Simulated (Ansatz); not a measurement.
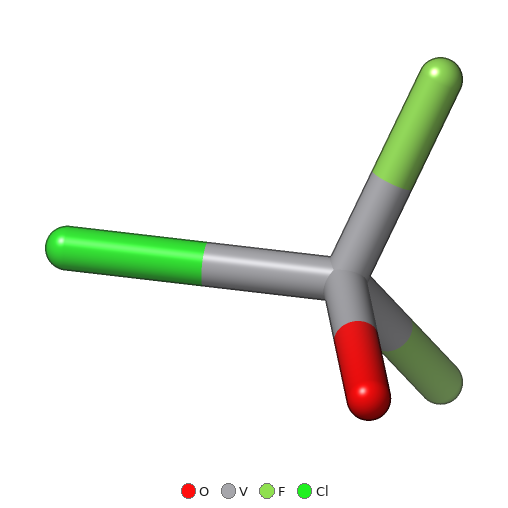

Every bond is drawn as one stick, whatever its order.

The species is neutral and a spin singlet. The geometry was computed by an optimisation with PBE0-D4/def2-TZVP.

Question: What is the molecular formula?

Answer: VClOF2, 5 atoms: 1 vanadium, 1 chlorine, 1 oxygen and 2 fluorine.

Question: How many bonds of each kind are drawn?

Answer: 2 F–V, 1 O–V, 1 Cl–V.

More results for the same structure follow; atom numbers are the same in all pictures, views and colours differ.

**Geometry**

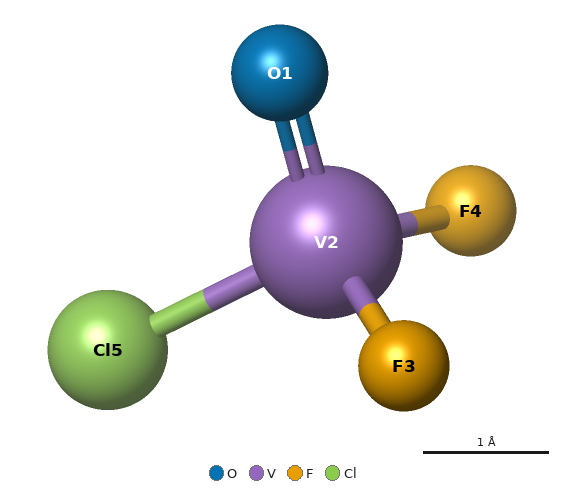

Atoms carry their numbers in the input.

Question: What is the geometry at V2?

Answer: V2 has 4 neighbours (O1 at 1.54, F3 at 1.71, F4 at 1.71, Cl5 at 2.13 Å); the arrangement is tetrahedral.

**Vibrations**

Harmonic vibrations computed with RKS PBE0-D4/def2-TZVP (Ansatz 0.2.0) at a stationary point of the same level.

Question: List the wavenumbers.

Answer: 9 modes: 165, 190, 231, 287, 317, 501, 773, 824, 1168 cm⁻¹.

**Levels of theory compared**

Program: Ansatz 0.2.0.

At this fixed geometry, give dipole (D), HOMO energy (eV) at these levels: B3LYP-D4/def2-TZVPP; PBE-D4/def2-TZVPP; r2SCAN-D4/def2-TZVPP; ωB97M-V/def2-TZVPP.

```json
{"level": "B3LYP-D4/def2-TZVPP", "dipole (D)": "0.62", "HOMO energy (eV)": "−9.83"}
{"level": "PBE-D4/def2-TZVPP", "dipole (D)": "0.57", "HOMO energy (eV)": "−8.59"}
{"level": "r2SCAN-D4/def2-TZVPP", "dipole (D)": "0.57", "HOMO energy (eV)": "−8.99"}
{"level": "ωB97M-V/def2-TZVPP", "dipole (D)": "0.44", "HOMO energy (eV)": "−12.33"}
```

**Metal centre**

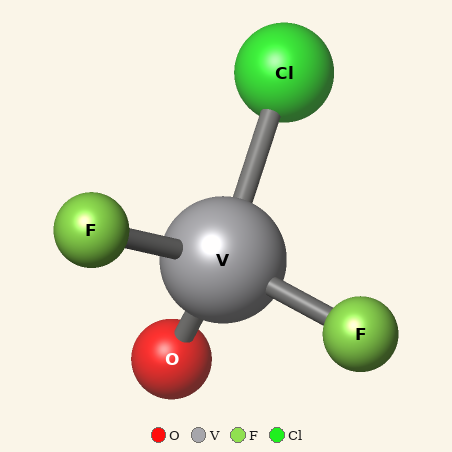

A molecule with one transition-metal atom.

Question: What is the coordination number of the metal, and which atoms bind to it?

Answer: V binds 4 atoms: 1 O at 1.54 Å, 2 F at 1.71 Å, 1 Cl at 2.13 Å. The arrangement is tetrahedral.

Question: What are the formal oxidation state of the metal and its number of d electrons?

Answer: V(V), d⁰, counting the ligands as closed-shell ions or neutral donors.
